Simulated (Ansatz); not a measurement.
# Direct or indirect: WS2 (P6_3/mmc)

```xyz
6
Lattice="3.1800 0.0000 0.0000 -1.5900 2.7540 0.0000 0.0000 0.0000 12.5000" Properties=species:S:1:pos:R:3 pbc="T T T"
W     1.5900    0.9180    9.3750
W     0.0000    1.8360    3.1250
S     1.5900    0.9180    4.6875
S     0.0000    1.8360   10.9375
S     1.5900    0.9180    1.5625
S     0.0000    1.8360    7.8125
```

Method: Ansatz, PBE, independent particles, without spin-orbit coupling, line width 0.1 eV (Gaussian). The band structure gives a fundamental gap of 1.05 eV. The spectrum of vertical transitions near the edge:

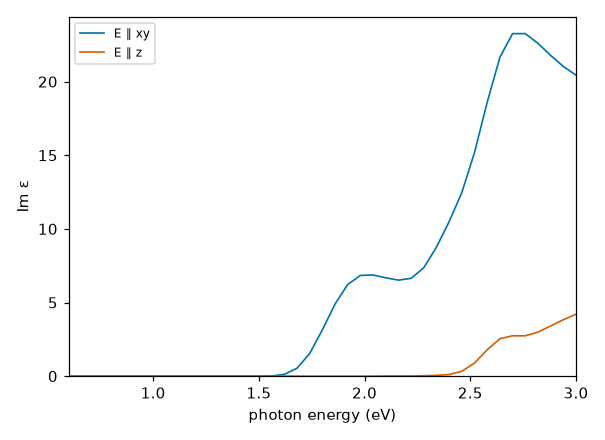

Q: Is the gap direct or indirect, and about where do vertical transitions set in?

A: Indirect, by the band path, whose least direct gap is 1.74 eV. The curves fit this: they stay near zero above 1.05 eV and rise only from about 1.7 eV, though a forbidden direct transition would look alike. Lines are broadened by 0.1 eV, which spreads the edge, and phonons, which would give weak absorption from the fundamental gap up, are left out.

[Logs are printed without paths, hosts, clocks, repeated set-up lines and the standing remarks that a program may print on its own settings, such as how far it seeks lower states.]
